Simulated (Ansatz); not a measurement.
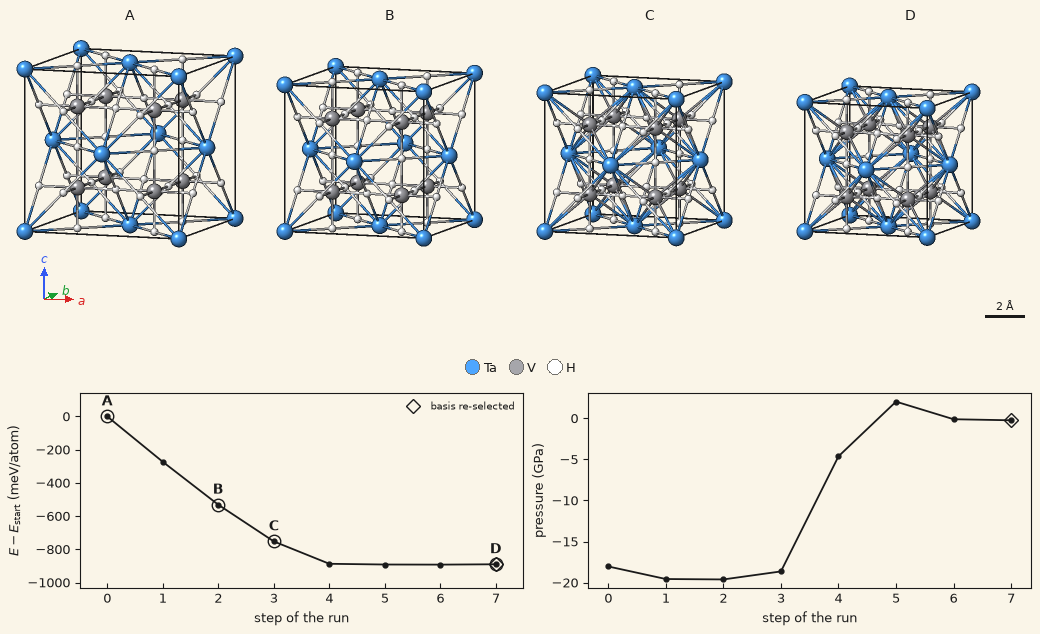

Frames of a relaxation of crystalline TaV2H6 (a generated structure, set up in Fm-3m) (coarse preliminary run), marked on the history of the run. A ball-and-stick model of the conventional cell (4 times the calculation's cell), seen from a free direction. Lengths and directions refer to the drawn axes.

All numbers below come from Ansatz 0.2.0, DFT PBE, scalar-relativistic, plane waves, PAW.

Input file:
```yaml
crystal:
  lattice:
    - [0.0, 4.21029945, 4.21029945]
    - [4.21029945, 0.0, 4.21029945]
    - [4.21029945, 4.21029945, 0.0]
  atoms:
    - { symbol: Ta, position: [0.0, 0.0, 0.0] }
    - { symbol: V, position: [0.75, 0.75, 0.75], spin: 2.0 }
    - { symbol: V, position: [0.25, 0.25, 0.25], spin: 2.0 }
    - { symbol: H, position: [0.5, 0.0, 0.0] }
    - { symbol: H, position: [0.0, 0.5, 0.5] }
    - { symbol: H, position: [0.0, 0.5, 0.0] }
    - { symbol: H, position: [0.5, 0.0, 0.5] }
    - { symbol: H, position: [0.0, 0.0, 0.5] }
    - { symbol: H, position: [0.5, 0.5, 0.0] }
basis:
  ecutwfc: 420
kpoints:
  mp_grid: { grid: [4, 4, 4] }
hamiltonian:
  xc: pbe
scf:
  occupations: { method: gaussian, width: 0.1 }
  lower_state_search: "off"
output:
  forces: true
  stress: true
  eigenvalues: true
  populations: true
magnetization:
  spin_polarized: true
relax:
  adjacent_minimum: "off"
  f_tol: 0.04
  max_steps: 70
  cell: { stress_tol: 0.4 }
```

Run as
```bash
ansatz run input.yaml --threads 1 --pin off --max-ram 2560MiB --backend cpu --events-out ev --progress --plain --runs-dir out
```

**Describe the path.**

The energy falls by 890 meV per atom in 6 accepted moves (7 points after the start). All forces vanish by symmetry, so only the cell relaxes. Pressure: −18.03 GPa at the start and −0.24 GPa at the end. At 1 point the geometry stayed and the basis and grid were re-selected for the new cell (energy shift of 2.1 meV per atom at most each time). No atom moves by more than 0.005 Å relative to the cell. The volume changes by −49.7 %, with a = b = c 8.421 → 6.697 Å (−20.5 %). Among the contacts that change: Ta1–V2 3.646 → 2.900 Å, Ta1–H4 2.977 → 2.368 Å, V2–H4 2.105 → 1.674 Å. New bonds form: Ta1–V2 (3.65 → 2.90 Å), Ta1–V3 (3.65 → 2.90 Å). The space group stays Fm-3m (No. 225). The program noted that the starting moments weren't kept. The run may lie on a higher electronic state than the lowest, so the end point isn't shown to be the ground-state structure. From step 0 to 2: volume −26.5 %, energy −531 meV per atom. From step 2 to 3: volume −15.3 %, energy −221 meV per atom. From step 3 to 7: volume −19.2 %, energy −138 meV per atom.

```json
{"step": "0", "E − E(0), meV/atom": "0.00", "pressure, GPa": "-18.03", "volume, Å³/atom": "16.585", "note": ""}
{"step": "1", "E − E(0), meV/atom": "-272.96", "pressure, GPa": "-19.56", "volume, Å³/atom": "14.276", "note": ""}
{"step": "2", "E − E(0), meV/atom": "-531.45", "pressure, GPa": "-19.61", "volume, Å³/atom": "12.192", "note": ""}
{"step": "3", "E − E(0), meV/atom": "-752.44", "pressure, GPa": "-18.63", "volume, Å³/atom": "10.321", "note": ""}
{"step": "4", "E − E(0), meV/atom": "-887.12", "pressure, GPa": "-4.63", "volume, Å³/atom": "8.652", "note": ""}
{"step": "5", "E − E(0), meV/atom": "-891.45", "pressure, GPa": "2.03", "volume, Å³/atom": "8.214", "note": ""}
{"step": "6", "E − E(0), meV/atom": "-892.10", "pressure, GPa": "-0.11", "volume, Å³/atom": "8.343", "note": ""}
{"step": "7", "E − E(0), meV/atom": "-890.01", "pressure, GPa": "-0.24", "volume, Å³/atom": "8.343", "note": "same geometry, new basis"}
```
